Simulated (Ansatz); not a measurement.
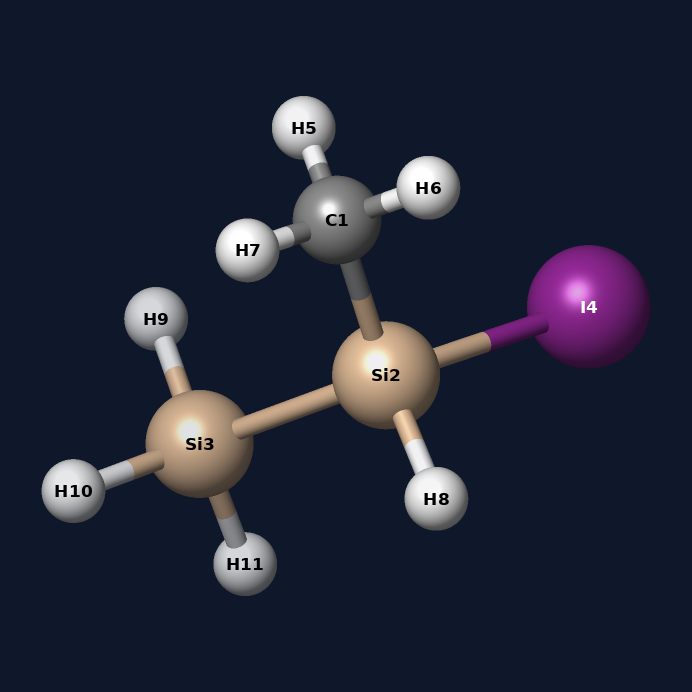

Atoms carry their numbers in the input. The computed structure is the end point of a PBE-D4/def2-SVP optimisation. No frequency run is at hand to confirm it as a minimum.

Question: How are the neighbours of atom 1 arranged?

Answer: C1 has 4 neighbours (Si2 at 1.89, H5 at 1.11, H6 at 1.11, H7 at 1.11 Å); the arrangement is tetrahedral.

Question: What is the geometry at Si3?

Answer: Si3 has 4 neighbours (Si2 at 2.35, H9 at 1.50, H10 at 1.51, H11 at 1.50 Å); the arrangement is tetrahedral.

Question: Describe the coordination of atom 2.

Answer: Si2 has 4 neighbours (C1 at 1.89, Si3 at 2.35, I4 at 2.49, H8 at 1.51 Å); the arrangement is tetrahedral.
